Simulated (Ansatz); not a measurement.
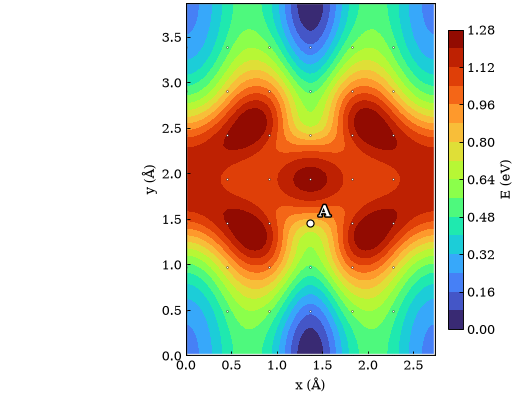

O on an Ir(110) slab cut from the Fm-3m phase, its upper half relaxed before the scan (4 atoms of substrate and one adsorbate in a 1 × 1 cell). O is moved over the surface cell; relaxed at each place: the height of the adsorbate's atoms; substrate rigid; the origin of the map has the adsorbate above Ir4. Places are given modulo a cell vector. The map is drawn in real space over the plane of the surface. The grid has 6 × 8 points; 20 points were computed and 28 follow by symmetry. Energies: eV, counted from the lowest grid point. With one adsorbate in each 1 × 1 cell, its nearest image is 2.7 Å away, so neighbouring adsorbates interact. The runs have no spin polarisation; a magnetic state may lie lower. Level of theory: DFT PBE, scalar-relativistic, plane waves, PAW (Ansatz 0.2.0). Settings: cutoff 420 eV, k-mesh 10×7×1, gaussian smearing 0.1 eV, no spin polarisation.

In the figure: filled contours, dots at the grid points, the outline of one cell of the plane, the point A. Between grid points the surface is interpolated.

### Is A at rest? If not, where is it pushed?

A, at (3/6, 3/8) of the cell vectors, is not a stationary point. The computed force is 1.2 eV/Å in the plane, pointing down in the picture (components 0.0 and −1.2 eV/Å).

PAW datasets: the set soft_1.
